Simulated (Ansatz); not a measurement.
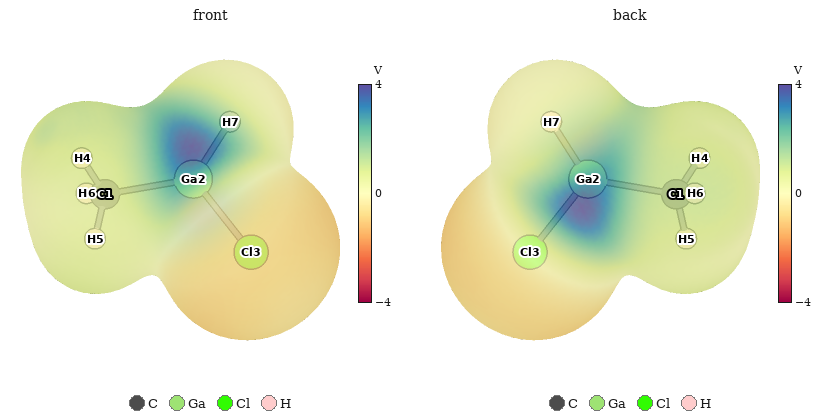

The picture shows: CH4ClGa (SMILES [CH3][GaH][Cl]). The electrostatic potential painted on the density surface at 0.002 e/bohr³, seen from the front and from behind; the colour scale runs from red (negative) to blue (positive).

Geometry: PBE0-D4/def2-TZVP.

All numbers below come from Ansatz 0.2.0, isolated molecule in a Gaussian basis; Hartree-Fock.

```xyz
7

C    -0.7305    0.5883   -0.2007
Ga    0.8463   -0.5381    0.0357
Cl    0.8650   -1.7948    1.7928
H    -0.4359    1.6372   -0.2838
H    -1.4183    0.4736    0.6363
H    -1.2459    0.3187   -1.1260
H     2.1193   -0.6848   -0.8543
```

Describe the electrostatic potential map.

Answer. The most negative region (about −1.0 V, or −23 kcal/mol for a unit charge) lies over Cl3, the most positive (about +3.8 V, or +88 kcal/mol for a unit charge) over Ga2.

What dipole moment does the calculation give?

Answer. Its dipole moment is 2.82 D.
